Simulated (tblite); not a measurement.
# C6H9FOSi: the cost of one run

Computed with tblite 0.8.0 and PySCF 2.14.0, with density-fitted response routines of our own, on a single molecule in the gas phase. Atoms are numbered from 0 throughout.

## (1) Starting geometry

18 atoms, charge 0, multiplicity 1; geometry from: force field or distance geometry start.

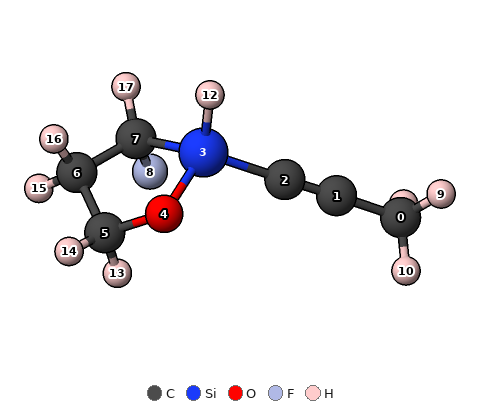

As it starts; carbon dark grey, silicon blue, oxygen red, fluorine light blue, hydrogen pink, atoms numbered.

## (2) Relaxing the molecule with GFN2-xTB

The job: settings as JSON, then the geometry in Å.

```
{"job": {"kind": "relax", "xc": "GFN2-xTB", "basis": "xTB"}, "charge": 0, "multiplicity": 1}
C      4.062400    -0.078000    -0.366300
C      2.627400     0.271900    -0.320800
C      1.473700     0.541800    -0.259300
Si    -0.349700     0.983200    -0.188400
O     -1.010000     0.837000     1.378800
C     -1.963400    -0.248500     1.397200
C     -2.625000    -0.377100     0.014200
C     -1.496600    -0.256000    -1.016000
F     -0.883400    -1.474900    -1.129300
H      4.658900     0.817400    -0.526000
H      4.375100    -0.541100     0.569100
H      4.249900    -0.780800    -1.178400
H     -0.619200     2.351500    -0.667800
H     -1.426800    -1.170500     1.674200
H     -2.708300    -0.029600     2.175000
H     -3.171100    -1.325200    -0.057000
H     -3.338300     0.446800    -0.111600
H     -1.864300     0.038300    -2.005800
```

Run with:

```console
OMP_NUM_THREADS=1 python probes_run.py task.json out
```

This one command runs all jobs of the session in turn.

**Question.** How long does this first job take on 1 thread of Intel Xeon at 2.50GHz, shared host?

About 2 s.
